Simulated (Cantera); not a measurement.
Input: 1 mol PbS, a varied amount of H2, at 1950 K and 13.3 mbar.

Method: chemical equilibrium by Gibbs-energy minimisation in Cantera with the NASA 1993 tables (ideal gas, pure condensed phases). Candidate condensed phases: Pb, PbS, S; 10 gas species. Equilibrium is a limit: real reactors are often held back by kinetics, nucleation or transport.

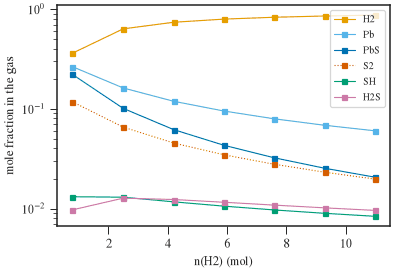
Fig. 1. Equilibrium gas composition (values under 1e-9 drawn at 1e-9)

From 0.78 mol H2 to 11 mol H2 nothing is condensed. The main Pb-bearing gas is Pb throughout.
